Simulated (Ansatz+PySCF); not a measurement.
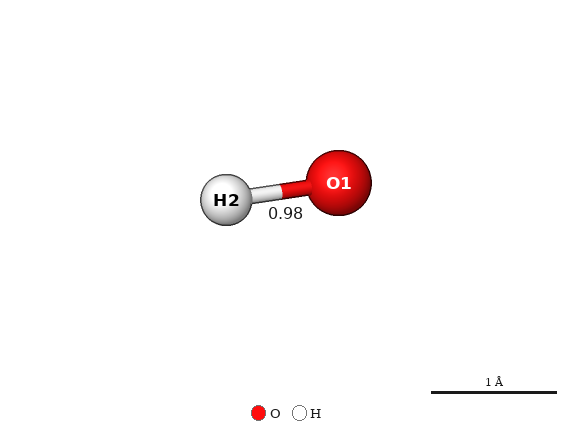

Charge 0, doublet. Geometry: a fixed input geometry, not necessarily a minimum. Basis: def2-SVP. Computed at fixed atoms with Ansatz. R, U and RO name restricted, unrestricted and restricted open-shell orbitals; core potentials come with def2 and Stuttgart sets past Kr, some runs use density fitting (about 1 meV), and each entry rests on the lowest determinant that the runs found.

```xyz
2
charge 0, multiplicity 2
O     0.0000    0.0000   -0.1085
H     0.0000    0.0000    0.8679
```

Give total energies (hartree), correlation energies and ⟨S²⟩ of the determinant for RO-FCI (1 frozen); RO-PBE0; RO-r²SCAN; U-CCSD(T) (1 frozen); U-MP2 (1 frozen); U-PBE; U-r²SCAN; U-ωB97X; UHF.

| method | energy (Eh) | correlation (mEh) | ⟨S²⟩ |
| --- | --- | --- | --- |
| UHF | -75.3249 | – | 0.75 |
| U-MP2 (1 frozen) | -75.4736 | -148.7 | 0.75 |
| U-CCSD(T) (1 frozen) | -75.4902 | -165.3 | 0.75 |
| RO-FCI (1 frozen) | -75.4906 | – | 0.75 |
| U-PBE | -75.5814 | – | – |
| RO-PBE0 | -75.5860 | – | 0.75 |
| RO-r²SCAN | -75.6274 | – | – |
| U-r²SCAN | -75.6298 | – | – |
| U-ωB97X | -75.6463 | – | 0.75 |
